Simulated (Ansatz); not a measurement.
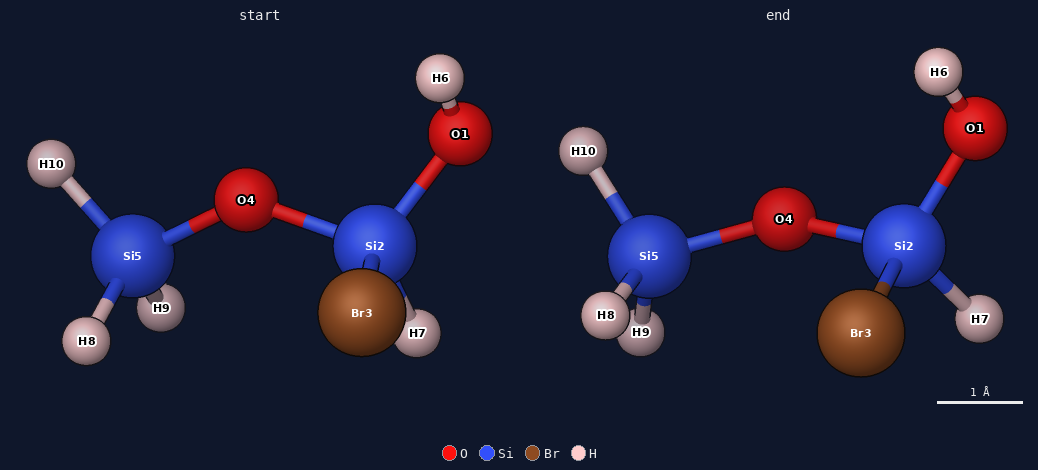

The structure of Si$_{2}$H$_{5}$O$_{2}$Br (coarse preliminary run) before (left) and after (right) a relaxation, at one scale.

The picture is a ball-and-stick view, seen at a tilt.

The start comes from a force field.

Level of theory: RKS PBE-D4/def2-SVP (Ansatz).

The input:
```yaml
crystal:
  periodic: [false, false, false]
  atoms:
    - {symbol: O, position_ang: [-0.792800, -0.197600, 2.440900]}
    - {symbol: Si, position_ang: [-0.653000, 0.535200, 0.937700]}
    - {symbol: Br, position_ang: [0.375000, 2.453100, 1.219400]}
    - {symbol: O, position_ang: [0.354700, -0.436900, -0.000600]}
    - {symbol: Si, position_ang: [0.606900, -0.676200, -1.619500]}
    - {symbol: H, position_ang: [-0.013500, -0.321800, 2.895700]}
    - {symbol: H, position_ang: [-1.942900, 0.767300, 0.316600]}
    - {symbol: H, position_ang: [1.174200, 0.604800, -2.187000]}
    - {symbol: H, position_ang: [-0.636900, -1.031900, -2.267400]}
    - {symbol: H, position_ang: [1.611400, -1.747200, -1.732800]}
basis:
  gaussian: {orbitals: def2-SVP}
hamiltonian: {xc: pbe, dispersion: d4}
relax: {f_tol: 0.03, max_steps: 200}
```

Q: What changed between the two?

A: The energy falls by 6.56 kcal/mol in 12 accepted moves (13 points after the start). The largest force component goes from 3.6 to 0.02 eV/Å. The line search rejected the trial step at point 3 of the run. The largest move after the best rigid fit is that of H9, 0.56 Å. Largest moves by element: H 0.56 Å, O 0.53 Å, Br 0.39 Å, Si 0.14 Å. Near-neighbour distances that change, for instance: O1–H6 0.911 → 0.974 Å, Si5–H9 1.447 → 1.503 Å, Si2–Br3 2.194 → 2.250 Å, Si2–H7 1.450 → 1.487 Å. Among the angles between lasting bonds that change: Si2–O4–Si5 135.9° → 146.5°, O1–Si2–H7 112.3° → 106.1°, O1–Si2–O4 107.3° → 111.0°. Groups turn about Si2–O4 by about 60°, O4–Si5 by about 40°. The run took roughly 40 core-seconds on a shared host.
